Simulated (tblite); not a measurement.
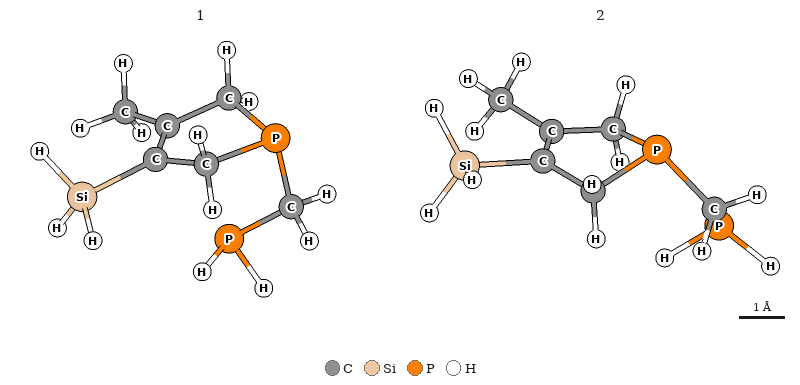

Two geometries of C$_{6}$H$_{14}$P$_{2}$Si, drawn at one scale. One is the start of a relaxation, the other its converged end. The picture is a ball-and-stick view, seen from a free direction.

The calculation used GFN2-xTB geometry optimisation, gas phase (tblite 0.8.0). 

> Which geometry has the lower energy?

Structure 1 is the relaxed one. The atom that moves furthest after the best rigid fit is an H atom (2.43 Å). Largest moves by element: H 2.43 Å, P 2.06 Å, C 0.92 Å, Si 0.87 Å. Some distances before and after: H–P 1.469 → 1.402 Å, C–C 1.279 → 1.335 Å, C–C 1.461 → 1.504 Å, C–C 1.523 → 1.491 Å. Among the angles between lasting bonds that change: H–P–H 108.2° → 91.6°, C–P–H 106.9° → 92.9°, C–P–C 111.1° → 97.6°. Groups turn about C–P by about 55°, C–P by about 55°, C–P by about 50°. Over 199 geometry steps the energy falls by 1.480 eV.
